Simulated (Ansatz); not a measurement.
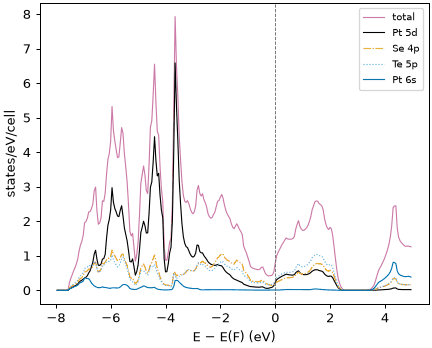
Fig. 1. Total and projected density of states of TePtSe in space group P3m1 (No. 156; Te on 1a, Pt on 1b, Se on 1c), the program Ansatz at the r²SCAN+D4 level (PAW)

Task: Which orbitals carry the states next to the Fermi level?

Result: Within 0.5 eV of the Fermi level: Te 5p 36 %, Se 4p 28 %, Pt 5d 27 %. Projections are on Löwdin-orthogonalised atomic valence shells; empty p or d shells of many metals are not among them.

Task: Where is the tallest occupied peak in this window, and what makes it?

Result: Near -3.6 eV, about 7.9 states/eV per cell; the largest projected share is Pt 5d.

The first step of the workflow began from a Materials Project structure, measured or hypothetical; the Crystallography Open Database copy checked does not list it. With Te and Se taken as one species the cell has the higher symmetry P-3m1, so it may be an ordered model of a mixed-site phase. Its standing as an ambient phase is unchecked. Symmetry was held in the r²SCAN+D4 relaxation; its stability against distortions is not shown here. No spin polarisation was allowed. Spin–orbit coupling is left out wherever it is not named.

Potentials: the later of the program's two PAW sets.
